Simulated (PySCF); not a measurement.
SMILES C[Si](C)(C)CCS (C₅H₁₄SSi) at its GFN2-xTB optimised geometry (Å):

```
21

C      0.4065    -2.2546    -1.6024
Si     0.9072    -1.3480     0.0005
C      2.8030    -1.1777     0.0932
C      0.2631    -2.3173     1.5130
C      0.1561     0.4185     0.0000
C     -1.3562     0.4185     0.0000
S     -1.9898     2.1512     0.0000
H     -0.6659    -2.4193    -1.6517
H      0.6928    -1.6895    -2.4846
H      0.8868    -3.2261    -1.6679
H      3.2825    -2.1512     0.0739
H      3.1133    -0.6783     1.0058
H      3.1926    -0.6044    -0.7421
H      0.4401    -1.7754     2.4374
H      0.7586    -3.2795     1.5997
H     -0.8040    -2.5075     1.4424
H      0.5066     0.9701    -0.8738
H      0.5061     0.9708     0.8735
H     -1.7520    -0.0664     0.8912
H     -1.7527    -0.0672    -0.8906
H     -3.2825     1.8300     0.0081
```

Computed with B3LYP/def2-SVP run with PySCF.

Map of the HOMO amplitude (bohr^(-3/2)) on the plane z = 1.0 Å; orbital energy -6.15 eV, overall sign arbitrary:

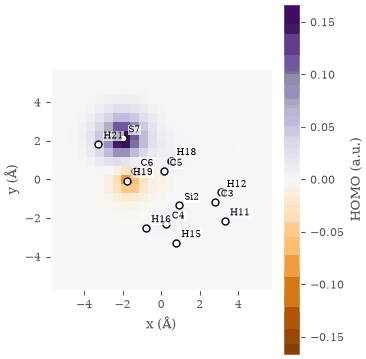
Figure. HOMO amplitude (bohr^(-3/2)) on the plane z = 1.0 Å.
